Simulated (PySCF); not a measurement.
System: H2Br, doublet: collinear H-Br-H surface. Scanned: H-Br distance and Br-H distance.

Cartesian coordinates as functions of the variables (Å; names that start with a are angles):
```
H  0  0  -r1
Br  0  0  0
H  0  0  r2
```

Calculation: PySCF with UHF/def2-SVP.

Energy in mEh above the lowest grid point; x is the H-Br distance (Å), y the Br-H distance (Å).

| y \ x | 1.20 | 1.30 | 1.42 | 1.55 | 1.62 | 1.78 | 1.96 | 2.16 | 2.30 | 2.58 | 2.86 | 3.44 | 4.09 |
|---|---|---|---|---|---|---|---|---|---|---|---|---|---|
| 4.09 | 33.2 | 7.4 | 0.0 | 8.6 | 17.3 | 42.5 | 69.9 | 86.4 | 92.7 | 99.0 | 101.6 | 103.0 | 103.3 |
| 3.40 | 33.5 | 7.7 | 0.3 | 8.9 | 17.6 | 42.7 | 69.9 | 86.2 | 92.4 | 98.7 | 101.3 | 102.7 | 103.0 |
| 2.98 | 34.5 | 8.7 | 1.3 | 9.8 | 18.4 | 43.5 | 69.8 | 85.7 | 91.8 | 98.0 | 100.4 | 101.8 | 102.1 |
| 2.67 | 36.9 | 10.9 | 3.4 | 11.7 | 20.3 | 44.9 | 69.5 | 84.5 | 90.3 | 96.2 | 98.5 | 99.8 | 100.1 |
| 2.34 | 43.0 | 16.8 | 8.8 | 16.7 | 24.8 | 47.4 | 68.2 | 81.0 | 85.8 | 90.7 | 92.6 | 93.8 | 94.0 |
| 2.16 | 49.3 | 22.7 | 14.3 | 21.3 | 28.9 | 48.9 | 66.1 | 76.3 | 80.2 | 83.9 | 85.4 | 86.2 | 86.4 |
| 1.97 | 59.5 | 32.2 | 22.6 | 27.9 | 34.0 | 49.0 | 60.6 | 66.8 | 68.7 | 70.3 | 70.8 | 71.0 | 71.1 |
| 1.77 | 75.9 | 46.9 | 34.7 | 35.6 | 38.5 | 45.0 | 48.1 | 47.7 | 46.4 | 43.9 | 42.2 | 41.0 | 40.8 |
| 1.66 | 88.1 | 57.6 | 42.7 | 39.6 | 39.9 | 40.3 | 38.0 | 33.8 | 30.9 | 26.8 | 24.7 | 23.3 | 23.1 |
| 1.53 | 106.9 | 73.6 | 54.1 | 44.6 | 41.3 | 34.5 | 26.8 | 19.5 | 15.6 | 10.7 | 8.3 | 6.8 | 6.5 |
| 1.42 | 128.4 | 91.8 | 67.4 | 52.1 | 45.9 | 34.0 | 23.2 | 14.3 | 9.8 | 4.4 | 1.9 | 0.3 | 0.0 |
| 1.28 | 170.0 | 128.4 | 97.6 | 75.8 | 66.7 | 50.1 | 36.6 | 26.3 | 21.4 | 15.5 | 12.7 | 11.0 | 10.8 |
| 1.20 | 206.9 | 162.6 | 128.4 | 103.7 | 93.4 | 74.9 | 60.2 | 49.3 | 44.2 | 38.0 | 35.2 | 33.4 | 33.2 |

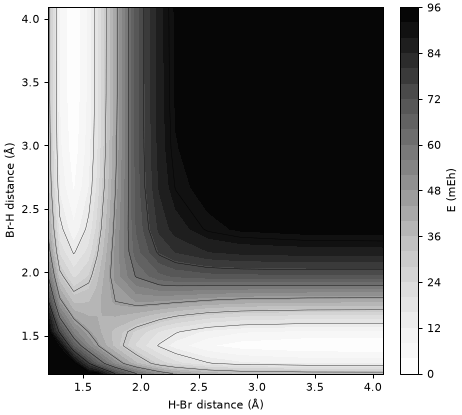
Energy surface, cut off at 94 mEh.

Points that lie below all their neighbours on the grid: x = 1.42, y = 4.09 on the edge of the grid (0.0 mEh); x = 4.09, y = 1.42 on the edge of the grid (0.0 mEh). The lowest path on the grid from the first to the second passes x = 1.62, y = 1.66 at 39.9 mEh.
